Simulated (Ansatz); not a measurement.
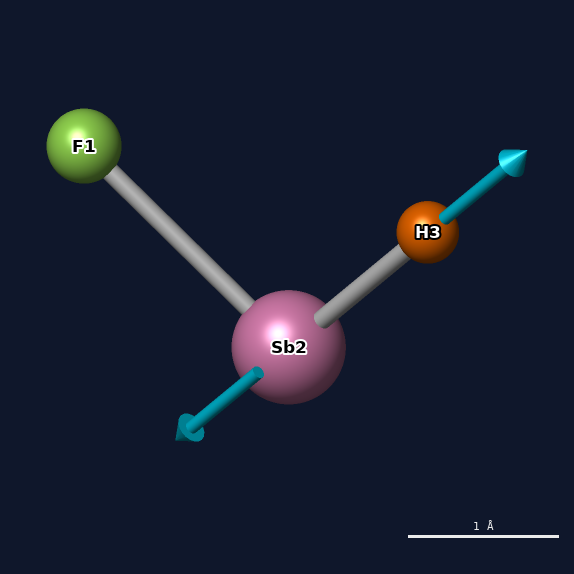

Arrows show the forces on the atoms, 0.4 Å of arrow for 1 eV/Å; forces under a tenth of the largest aren't drawn. Charge 0, doublet. Level of theory: PBE0-D4/def2-TZVP (Ansatz 0.2.0).

Along which bond is the force strongest?

Answer. Sb2–H3, now 1.589 Å: the forces push its atoms apart, so a first step downhill lengthens it.

List the force components in the frame of the picture (x right, y up, z towards the viewer), in eV/Å.

```json
{"atom": "F1", "Fx": "0.00", "Fy": "0.00", "Fz": "0.00"}
{"atom": "Sb2", "Fx": "−1.39", "Fy": "−1.15", "Fz": "−1.54"}
{"atom": "H3", "Fx": "1.39", "Fy": "1.15", "Fz": "1.54"}
```
